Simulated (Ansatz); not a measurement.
## Fields on a plane of Si (diamond)

```xyz
2
Lattice="0.0000 2.7352 2.7352 2.7352 0.0000 2.7352 2.7352 2.7352 0.0000" Properties=species:S:1:pos:R:3 pbc="T T T"
Si     2.7352     2.7352     2.7352
Si     4.1027     4.1027     4.1027
```

The slice is a {100} plane (indices of the conventional cell) through the point (0.750, 0.750, 0.750) (fractional), spanned by u = [100] and v = [0 1 -1] in vectors of this cell: u (3.87 Å) and v (3.87 Å, at 90° to u). It covers one period; positions are fractions (u, v).

Atoms on it: Si at (0.00, 0.00).

Method: PBE (plane waves to 420 eV, PAW, scalar-relativistic; Ansatz, a first-principles code). k mesh 10×10×10. Inside the PAW spheres the values are not all-electron values, and peaks at nuclei hang on which shells count as valence. Si was relaxed with its symmetry unable to fall.

```
|=+#@@@%%#***#%%@@@#+|
|##%@@@%#*****#%@@@%#|
|@@@@@%#**+++**#%@@@@|
|@@@@%#**+===+**#%@@@|
|@@@%#*++=---=++*#%@@|
|@%%#*+==-:::-==+*#%%|
|%%#**+=-:...:-=+**#%|
|##**+=-:.   .:-=+**#|
|#**+=-:.     .:-=+**|
|***+=-:.     .:-=+**|
|#**+=-:.     .:-=+**|
|##**+=-:.   .:-=+**#|
|%%#**+=-:...:-=+**#%|
|@%%#*+==-:::-==+*#%%|
|@@@%#*++=---=++*#%@@|
|@@@@%#**+===+**#%@@@|
|@@@@@%#**+++**#%@@@@|
|##%@@@%#*****#%@@@%#|
|=+#@@@%%#***#%%@@@#+|
|:=#@@@@%##*##%@@@@#=|
```
Scale: ten equal steps from -1.68 (start of ' ') to -0.39 (end of '@'), in the order ' .:-=+*#%@'. Values: log₁₀ of the valence density in e/Å³. The map has 20 points along u (one character each, u = 0 at the left) and 20 along v (v = 0 in the bottom row). The scale is logarithmic, as a density can span decades between atoms and voids.

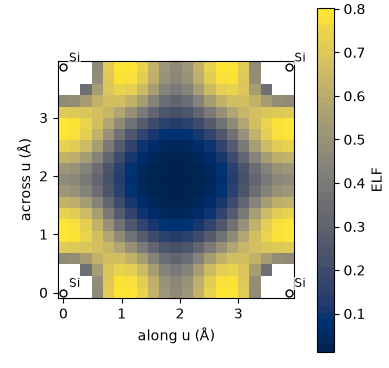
Fig. 1. Electron localisation function (ELF), one period of the plane, atoms marked. Points within 0.5 Å of a nucleus are left white, as the pseudised field means little there.
